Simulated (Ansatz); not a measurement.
**BH2Br− (SMILES [BH2-]Br): FCI/STO-3G**

What is the energy change on altering one bond length of BH2Br− at FCI/STO-3G? 

The results are computed with Ansatz 0.2.0.

7 further runs of the same task are left out: 6 that didn't finish, 1 set aside as unsound or not needed.

## (1) The system as given

BH2Br− has 4 atoms, charge -1, and is taken as a doublet. SMILES: `[BH2-]Br`. The shape is that of a GFN2-xTB optimisation.

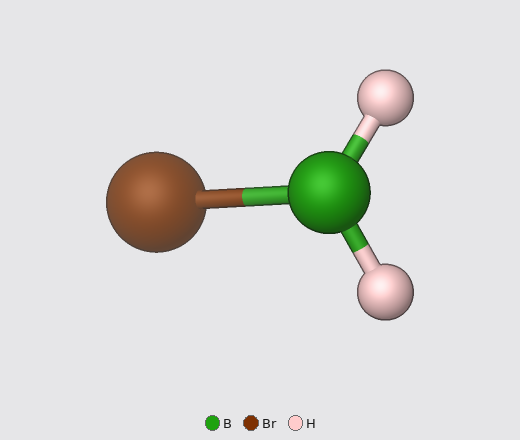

The structure, seen from a chosen angle (boron green, bromine brown, hydrogen pink).

## (2) The energy at FCI/STO-3G

File in.yaml:

```yaml
crystal:
  periodic: [false, false, false]
  atoms:
    - symbol: B
      position_ang: [-0.380570, 0.148840, 0.001750]
    - symbol: Br
      position_ang: [1.540060, 0.580870, 0.661540]
    - symbol: H
      position_ang: [-0.770230, -0.861690, 0.547550]
    - symbol: H
      position_ang: [-0.389260, 0.131980, -1.210840]
basis:
  gaussian: {orbitals: STO-3G}
total_charge: -1
magnetization: {spin_polarized: true, initial_magnetization: 1}
correlation: {method: fci, frozen_orbitals: {B: 1, Br: 9, H: 0}}
accuracy: high
```

Launch:

```
$ ansatz run in.yaml --threads 1 --pin off --max-ram 2610MiB --events-out events.jsonl --progress --plain --runs-dir runs
```

Log:

```text
Warning: RAYON_NUM_THREADS=1 ignored (pool sized by the plan → 1); use --threads N
Functional definition: HF
  name "HF"
  exchange = exact_x
  correlation = 0
339 factors; integrals over basis functions are off by at most 9.1e-9 eV
mean field evaluation 1: about -69933.7793 eV, gradient 8.4e0 eV
mean field evaluation 2: about -69933.8351 eV, gradient 8.4e0 eV
mean field evaluation 4: about -69934.8324 eV, gradient 8.7e-1 eV
mean field evaluation 8: about -69934.8512 eV, gradient 1.5e-2 eV
mean field -69934.85117674 eV, -2570.0583772005 hartree, gradient 2.2e-8 eV, S^2 0.756161; 0 other end points of the search recorded, 0 dependent functions left out
mean field evaluation 16: about -69934.8159 eV, gradient 2.3e-1 eV
10 core orbitals not correlated: weight in the atoms' cores, before any rotation towards them, 1.000 or more for the frozen orbitals, at most 0.000 for the correlated occupied ones
reference -69934.81586040 eV, -2570.0570793489 hartree; 12, 11 occupied and 3, 4 virtual orbitals, 339 factors
state -69936.14107039 eV, -2570.1057799178 hartree
Total energy: -69936.14107039 eV, -2570.1057799178 hartree
```

Run time: 2.7 s. Hardware: 1 thread of Arm Neoverse V1, shared host; peak memory 0.13 GiB.

## (3) The distorted shape at the same level

File input.yaml:

```yaml
crystal:
  periodic: [false, false, false]
  atoms:
    - {symbol: B, position_ang: [-0.283158, 0.401464, -0.134695]}
    - {symbol: Br, position_ang: [1.637472, 0.833494, 0.525095]}
    - {symbol: H, position_ang: [-0.770230, -0.861690, 0.547550]}
    - {symbol: H, position_ang: [-0.291848, 0.384604, -1.347285]}
basis:
  gaussian:
    orbitals: STO-3G
total_charge: -1
magnetization:
  spin_polarized: true
  initial_magnetization: 1
correlation:
  method: fci
  frozen_orbitals: {B: 1, Br: 9, H: 0}
accuracy: high
```

Launch:

```
$ ansatz run input.yaml --threads 1 --pin off --max-ram 2610MiB --events-out events.jsonl --progress --plain --runs-dir runs
```

Log:

```text
Warning: RAYON_NUM_THREADS=1 ignored (pool sized by the plan → 1); use --threads N
Functional definition: HF
  name "HF"
  exchange = exact_x
  correlation = 0
339 factors; integrals over basis functions are off by at most 9.2e-9 eV
mean field evaluation 1: about -69932.0281 eV, gradient 9.7e0 eV
mean field evaluation 2: about -69932.0859 eV, gradient 9.7e0 eV
mean field evaluation 4: about -69933.5937 eV, gradient 1.4e0 eV
mean field evaluation 8: about -69933.6616 eV, gradient 5.3e-2 eV
mean field -69933.65863451 eV, -2570.0145520820 hartree, gradient 3.7e-8 eV, S^2 0.759575; 0 other end points of the search recorded, 0 dependent functions left out
mean field evaluation 16: about -69933.5860 eV, gradient 3.0e-1 eV
10 core orbitals not correlated: weight in the atoms' cores, before any rotation towards them, 1.000 or more for the frozen orbitals, at most 0.000 for the correlated occupied ones
reference -69933.62267739 eV, -2570.0132306819 hartree; 12, 11 occupied and 3, 4 virtual orbitals, 339 factors
state -69935.23772083 eV, -2570.0725824338 hartree
Total energy: -69935.23772083 eV, -2570.0725824338 hartree
```

Run time: 2.7 s. Hardware: 1 thread of Arm Neoverse V1, shared host; peak memory 0.13 GiB.

## (4) Outcome

Level: FCI/STO-3G, 10 core orbitals frozen.

| quantity | value |
| --- | --- |
| first shape: total energy | -2570.10578 Eh |
| first shape: correlation energy (10 core orbitals frozen) | -48.7 mEh |
| distorted shape: total energy | -2570.07258 Eh |
| distorted shape: correlation energy (10 core orbitals frozen) | -59.4 mEh |
| energy change with the B1–H3 bond stretched from 1.213 to 1.516 Å | 0.903 eV |

With the B1–H3 bond stretched from 1.213 to 1.516 Å the energy rises by 0.90 eV (87.2 kJ/mol). The first shape isn't relaxed at this level, so the change isn't measured from a minimum. The minimal basis adds a large error of its own.
